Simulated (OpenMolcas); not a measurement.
Energy and gradient calculation, with input and output: SnHF$_{3}$

SnHF$_{3}$, SMILES [F][SnH]([F])[F], computed with PBE/def2-TZVP, RKS (OpenMolcas 26.06).

The geometry comes from this level: PBE0-D4/def2-TZVP.

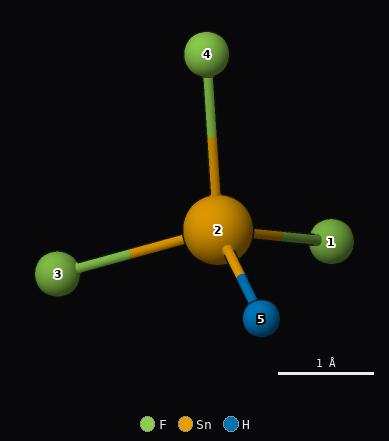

*The input geometry (ball-and-stick view, seen at a tilt; atoms are numbered from 1 in the order of the input). Sticks mark near contacts.*

Bond lengths as drawn: F–Sn 1.89 Å and H–Sn 1.68 Å.

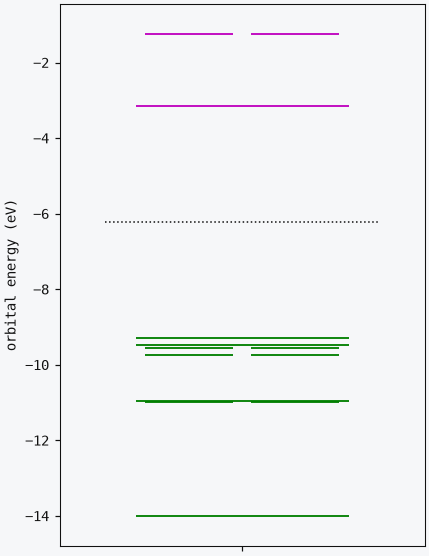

*Orbital energies near the frontier; the dotted line parts filled from empty levels, and levels within 0.02 eV of each other stand side by side.*

Highest filled −9.29 eV, lowest empty −3.16 eV, 6.13 eV apart.

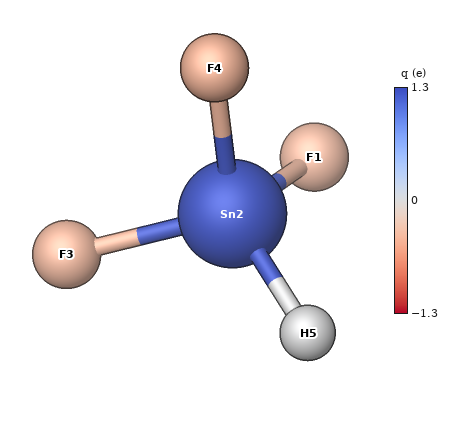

*Mulliken charges, as the colour of each atom (ball-and-stick view, seen at a tilt; atoms are numbered from 1 in the order of the input).*

By element: F −0.41, Sn +1.23 and H 0.00 e.

These pictures come from the run below.

Input:
```
&GATEWAY
BasLib
$CurrDir
Coord
mol.xyz
Basis
def2-TZVP
Group
NoSym
&SEWARD
GridInput
Grid=UltraFine
End of Grid
&SCF
KSDFT
PBE
Thresholds
1e-10 1e-07 1e-07 1e-05
PrOrbitals
0
&ALASKA
```

File mol.xyz:
```
5

F     -0.323900    -0.547900     1.727700
Sn     0.127200    -0.006800    -0.027200
F     -0.794900     1.623400    -0.288200
F     -0.742700    -1.246700    -1.159400
H      1.784200     0.104500    -0.294300
```

Launch command:
```bash
export MOLCAS_MEM=1860
pymolcas mol.input > mol.log
```

What the program printed:
```
--- Start Module: gateway ---

                                              &GATEWAY

                       available to each process: 1.9 GB of memory, 1 thread

 Basis Set     1 Label: F.DEF2-TZVP
 Basis set is read from library:.
 basistype.tbl is not found

 Basis Set     2 Label: SN.DEF2-TZVP
 Basis set is read from library:.
 basistype.tbl is not found

 Basis Set     3 Label: F.DEF2-TZVP
 Basis set is read from library:.
 basistype.tbl is not found

 Basis Set     4 Label: H.DEF2-TZVP
 Basis set is read from library:.
 basistype.tbl is not found

++    Symmetry information:
      ---------------------

                    Character Table for C1

                             E
                    a        1  x, y, xy, Rz, z, xz, Ry, yz, Rx, I
--

++    Basis set information:
      ----------------------

      Basis set label: F.DEF2-TZVP.........

      Electronic valence basis set:
      ------------------
      Associated Effective Charge   9.000000 au
      Associated Actual Charge      9.000000 au
      Nuclear Model: Point charge

      Shell  nPrim  nBasis  Cartesian Spherical Contaminant
         s      11       5        X
         p       6       3        X
         d       2       2                 X
         f       1       1                 X

      Basis set label: SN.DEF2-TZVP....ECP.....

      Electronic valence basis set:
      ------------------
      Associated Effective Charge  22.000000 au
      Associated Actual Charge     50.000000 au
      Nuclear Model: Point charge

      Shell  nPrim  nBasis  Cartesian Spherical Contaminant
         s      10       6        X
         p       9       5        X
         d       8       3                 X
         f       2       2                 X

      Pseudo Potential specification:
      =======================================

      Number of Core Electrons:  28

      Potential  nTerms
           H       2
         s-H       4
         p-H       6
         d-H       6

      Effective Core Potential specification:
      =======================================

      Basis set label: F.DEF2-TZVP.........

      Electronic valence basis set:
      ------------------
      Associated Effective Charge   9.000000 au
      Associated Actual Charge      9.000000 au
      Nuclear Model: Point charge

      Shell  nPrim  nBasis  Cartesian Spherical Contaminant
         s      11       5        X
         p       6       3        X
         d       2       2                 X
         f       1       1                 X

      Basis set label: H.DEF2-TZVP.........

      Electronic valence basis set:
      ------------------
      Associated Effective Charge   1.000000 au
      Associated Actual Charge      1.000000 au
      Nuclear Model: Point charge

      Shell  nPrim  nBasis  Cartesian Spherical Contaminant
         s       5       3        X
         p       1       1        X
--

++    Molecular structure info:
      -------------------------

                    ************************************************
                    **** Cartesian Coordinates / bohr, angstrom ****
                    ************************************************

     Center  Label                x              y              z                     x              y              z
        1      F1              -0.612082      -1.035381       3.264880             -0.323900      -0.547900       1.727700
        2      SN2              0.240373      -0.012850      -0.051401              0.127200      -0.006800      -0.027200
        3      F3              -1.502143       3.067781      -0.544619             -0.794900       1.623400      -0.288200
        4      F4              -1.403500      -2.355922      -2.190948             -0.742700      -1.246700      -1.159400
        5      H5               3.371649       0.197476      -0.556146              1.784200       0.104500      -0.294300

                    ***************************************
                    *    InterNuclear Distances / bohr    *
                    ***************************************

               1 F1            2 SN2           3 F3            4 F4            5 H5
    1 F1       0.000000
    2 SN2      3.573509        0.000000
    3 F3       5.669253        3.573502        0.000000
    4 F4       5.668883        3.573509        5.668923        0.000000
    5 H5       5.655997        3.178663        5.656204        5.656365        0.000000

                    *******************************************
                    *    InterNuclear Distances / angstrom    *
                    *******************************************

               1 F1            2 SN2           3 F3            4 F4            5 H5
    1 F1       0.000000
    2 SN2      1.891019        0.000000
    3 F3       3.000040        1.891016        0.000000
    4 F4       2.999844        1.891020        2.999865        0.000000
    5 H5       2.993024        1.682076        2.993134        2.993220        0.000000
--

            Nuclear Potential Energy            220.78251591 au

--- Stop Module: gateway /rc=_RC_ALL_IS_WELL_ ---

--- Start Module: seward ---

                                              &SEWARD

                       available to each process: 1.9 GB of memory, 1 thread

               SEWARD will generate:
                  Multipole Moment integrals up to order  2
                  Kinetic Energy integrals
                  Nuclear Attraction integrals (point charge)
                  One-Electron Hamiltonian integrals modified with ECP contributions
                  Velocity integrals
                  Pseudo Potential integrals
                  Orbital angular momentum around ( -0.1946  -0.0421   0.0187 )
                  Velocity quadrupole around ( -0.1946  -0.0421   0.0187 )
                  Two-Electron Repulsion integrals

                   Integrals are discarded if absolute value <: 1.00E-14
                   Integral cutoff threshold is set to       <: 1.00E-16

            Nuclear Potential Energy            220.78251591 au

      Basis set specifications :
      Symmetry species         a
      Basis functions          149

--- Stop Module: seward /rc=_RC_ALL_IS_WELL_ ---
--- Module seward spent 9 seconds ---

--- Start Module: scf ---

                                                &SCF

                       available to each process: 1.9 GB of memory, 1 thread

 ###############################################################################
 ###     Minimized-density-differences option turned off!                    ###
 ###############################################################################
++    Input section:
      --------------

      Header of the integral files:

      Cartesian coordinates in angstrom:
      -----------------------------------------------------
      No.  Label        X            Y            Z
      -----------------------------------------------------
       1   F1        -0.32390000  -0.54790000   1.72770000
       2   SN2        0.12720000  -0.00680000  -0.02720000
       3   F3        -0.79490000   1.62340000  -0.28820000
       4   F4        -0.74270000  -1.24670000  -1.15940000
       5   H5         1.78420000   0.10450000  -0.29430000
      -----------------------------------------------------
      Nuclear repulsion energy =  220.78251591
--

++    Orbital specifications:
      -----------------------

      Symmetry species               1
                                     a
      Frozen orbitals                0
      Occupied orbitals             25
      Secondary orbitals           124
      Deleted orbitals               0
      Total number of orbitals     149
      Number of basis functions    149
--

      Molecular charge                           0.000

      Numerical integration parameters
      --------------------------------
      Radial quadrature type:                         MHL
      Size of radial grid:                            99
      Lebedev angular grid:                           41
      Angular grid pruned with the crowding factor:  1.00E+10
                                 and fading factor:  1.00E+01
      Screening threshold for integral computation:   1.00E-11
      Radial quadrature accuracy:                     1.00E-25
      Maximum batch size:                             128
      AO values are stored on disk
      The same grid will be used for all iterations.

      DFT functional specifications
      -----------------------------
      Using Libxc version: 6.2.2
      Please cite the following reference:
      S. Lehtola, C. Steigemann, M. J.T. Oliveira, and M. A.L. Marques.,  SoftwareX 7, 1–5 (2018) doi:10.1016/j.softx.2017.11.002

      * Perdew, Burke & Ernzerhof
        - J. P. Perdew, K. Burke, and M. Ernzerhof.,  Phys. Rev. Lett. 77, 3865 (1996) doi:10.1103/PhysRevLett.77.3865
        - J. P. Perdew, K. Burke, and M. Ernzerhof.,  Phys. Rev. Lett. 78, 1396 (1997) doi:10.1103/PhysRevLett.78.1396
      * Perdew, Burke & Ernzerhof
        - J. P. Perdew, K. Burke, and M. Ernzerhof.,  Phys. Rev. Lett. 77, 3865 (1996) doi:10.1103/PhysRevLett.77.3865
        - J. P. Perdew, K. Burke, and M. Ernzerhof.,  Phys. Rev. Lett. 78, 1396 (1997) doi:10.1103/PhysRevLett.78.1396

++    Optimization specifications:
      ----------------------------

      SCF Algorithm: Conventional
      D(i)-D(i-1) density differences are used
      Number of density matrices in core                 5
      Maximum number of NDDO SCF iterations            400
      Maximum number of HF SCF iterations              400
      Threshold for SCF energy change             1.00E-10
      Threshold for density matrix                1.00E-07
      Threshold for Fock matrix                   1.00E-07
      Threshold for linear dependence             1.00E-09
      Threshold at which DIIS is turned on        1.50E-01
      Maximum depth in the DIIS procedure                5
      Maximum depth in the BFGS Hessian update          30
      Threshold at which QNR/C2DIIS is turned on  7.50E-02
      Threshold for Norm(delta) (QNR/C2DIIS)      1.00E-05
      All orbitals punched on: SCFORB
--

      Input vectors read from INPORB
      Orbital file label: *Guess orbitals

++ Convergence information
                                   PBE        iterations: Energy and convergence statistics

Iter     Tot. PBE        One-elec.       Two-elec.     Energy      Max Dij or  Max Fij      DNorm      TNorm      AccCon     Time
         Energy          Energy          Energy        Change      Delta Norm                                                in Sec.
   1  -479.113699138 -1245.884632840   545.988417794   0.00E+00    5.92E-01*   1.22E+01*    5.09E+01   2.76E+02   None         3.
   2  -511.507114302 -1279.839885489   547.550255278  -3.24E+01*   6.18E-01*   3.79E-01*    3.76E+01   2.75E+02   EDIIS        2.
   3  -507.835631841 -1289.462849115   560.844701366   3.67E+00*   4.22E-01*   1.94E-01*    9.80E+00   2.79E+02   EDIIS        2.
   4  -514.002919246 -1289.155833272   554.370398117  -6.17E+00*   4.21E-01*   9.42E-02*    3.92E+00   2.78E+02   EDIIS        2.
   5  -513.870575930 -1277.812114947   543.159023108   1.32E-01*   6.60E-02*   5.29E-02*    2.08E+00   2.75E+02   EDIIS        2.
   6  -514.367055729 -1286.320722411   551.171150773  -4.96E-01*   8.88E-02*   1.33E-02*    4.76E-01   2.77E+02   c2DIIS       2.
   7  -514.365550914 -1283.828419806   548.680352983   1.50E-03*   2.95E-03*   7.62E-03*    5.45E-01   2.76E+02   c2DIIS       2.
   8  -514.370936499 -1285.272530088   550.119077681  -5.39E-03*   3.74E-03*   6.59E-04*    1.91E-02   2.77E+02   QNRc2DIIS    2.
   9  -514.370928569 -1285.294102954   550.140658477   7.93E-06*   2.20E-03*   1.03E-03*    2.07E-02   2.77E+02   QNRc2DIIS    2.
  10  -514.370943432 -1285.263369901   550.109910561  -1.49E-05*   8.78E-04*   3.25E-04*    1.07E-02   2.77E+02   QNRc2DIIS    2.
  11  -514.370944907 -1285.278716662   550.125255847  -1.48E-06*   7.18E-05*   2.63E-05*    3.90E-03   2.77E+02   QNRc2DIIS    2.
  12  -514.370944925 -1285.276336476   550.122875643  -1.76E-08*   1.52E-05*   4.06E-06*    4.44E-04   2.77E+02   QNRc2DIIS    2.
  13  -514.370944925 -1285.276486676   550.123025842  -2.10E-10*   8.46E-06    3.01E-06*    6.14E-05   2.77E+02   QNRc2DIIS    2.
  14  -514.370944925 -1285.276581516   550.123120683  -1.58E-10*   2.28E-06    9.74E-07*    3.16E-05   2.77E+02   QNRc2DIIS    2.
  15  -514.370944925 -1285.276542085   550.123081251  -1.93E-11    2.41E-07    9.66E-08     1.21E-05   2.77E+02   QNRc2DIIS    2.

       Convergence after  15 Iterations
--

 *****************************************************************************************************************************
 *                                             SCF/KS-DFT Program, Final results                                             *
 *                                                       Final Results                                                       *
 *****************************************************************************************************************************

::    Total KS-DFT energy                            -514.3709449251
      One-electron energy                           -1285.2765420849
      Two-electron energy                             550.1230812514
      Nuclear repulsion energy                        220.7825159084
      Kinetic energy (interpolated)                   381.8021198031
      Virial theorem                                    1.3472186723
      Total spin, S(S+1)                                0.0000000000
      Total spin, S                                     0.0000000000
      Max non-diagonal density matrix element           0.0000001262
      Max non-diagonal Fock matrix element              0.0000000399

      No orbitals printed

++    Molecular charges:
      ------------------

      Mulliken charges per centre
      ---------------------------

                F1      SN2     F3      F4      H5
      Total    9.4117 20.7686  9.4117  9.4117  0.9962

      N-E     -0.4117  1.2314 -0.4117 -0.4117  0.0038

      Total electronic charge=   50.000000

      Total            charge=   -0.000000
--

++    Molecular properties:
      ---------------------

      Charge (e):
                      =   -0.0000
      Dipole Moment (debye):
      Origin of the operator (angstrom)=   -0.1030   -0.0223    0.0099
                   X=  3.0770E+00               Y=  2.0697E-01               Z= -4.9625E-01           Total=  3.1236E+00
      Quadrupole Moment (debye*angstrom):
      Origin of the operator (angstrom)=   -0.1030   -0.0223    0.0099
                  XX= -3.7526E+01              XY=  3.8139E-01              XZ= -9.1644E-01              YY= -4.3180E+01
                  YZ= -6.0834E-02              ZZ= -4.3058E+01
      In traceless form (debye*angstrom)
                  XX=  5.5932E+00              XY=  5.7208E-01              XZ= -1.3747E+00              YY= -2.8884E+00
                  YZ= -9.1251E-02              ZZ= -2.7049E+00
--

--- Stop Module: scf /rc=_RC_ALL_IS_WELL_ ---
--- Module scf spent 41 seconds ---

--- Start Module: alaska ---

                                              &ALASKA

                       available to each process: 1.9 GB of memory, 1 thread

                     Threshold for contributions to the gradient: 1.000E-07

                    ********************************************
                    * Symmetry Adapted Cartesian Displacements *
                    ********************************************

           Irreducible representation : a
           Basis function(s) of irrep: x, y, xy, Rz, z, xz, Ry, yz, Rx, I

 Basis Label        Type   Center Phase
   1   F1           x         1     1
   2   F1           y         1     1
   3   F1           z         1     1
   4   SN2          x         2     1
   5   SN2          y         2     1
   6   SN2          z         2     1
   7   F3           x         3     1
   8   F3           y         3     1
   9   F3           z         3     1
  10   F4           x         4     1
  11   F4           y         4     1
  12   F4           z         4     1
  13   H5           x         5     1
  14   H5           y         5     1
  15   H5           z         5     1

                     No automatic utilization of translational and rotational invariance of the energy is employed.

 Rotational correction to the DFT gradient is turned off due to close-to-degeneracy problems!

 DFT contribution computed for a moving grid.

 Conventional ERI gradients!

 **************************************************
 *              Molecular gradients               *
 **************************************************

  Irreducible representation: a
 ------------------------------------------------------------------------------------------
                              X                       Y                       Z
 ------------------------------------------------------------------------------------------
  F1                3.23498705989422E-03    4.04491830124876E-03   -1.31386157817417E-02
  SN2              -1.14333938915330E-02   -7.55018856514633E-04    1.83420205043738E-03
  F3                6.77091426137189E-03   -1.22517628019274E-02    1.98580733394849E-03
  F4                6.37418108872723E-03    9.29463135509145E-03    8.51858545050987E-03
  H5               -4.94668851853319E-03   -3.32767997830885E-04    8.00020946893243E-04
 ------------------------------------------------------------------------------------------

--- Stop Module: alaska /rc=_RC_ALL_IS_WELL_ ---
--- Module alaska spent 13 seconds ---

.##################.
.# Happy landing! #.
.##################.

    Timing: Wall=64.62 User=56.69 System=7.89
```

Summary:

- outcome: converged
- total energy: −514.370945 hartree
- basis functions: 149
- largest force: 0.727 eV/Å
- HOMO: −9.29 eV
- LUMO: −3.16 eV
- dipole moment: 3.12 debye
- hardware: 1 thread of Arm Neoverse V2, 24 GiB of memory available, shared host
- wall time: 65 s
- peak memory: 0.96 GiB
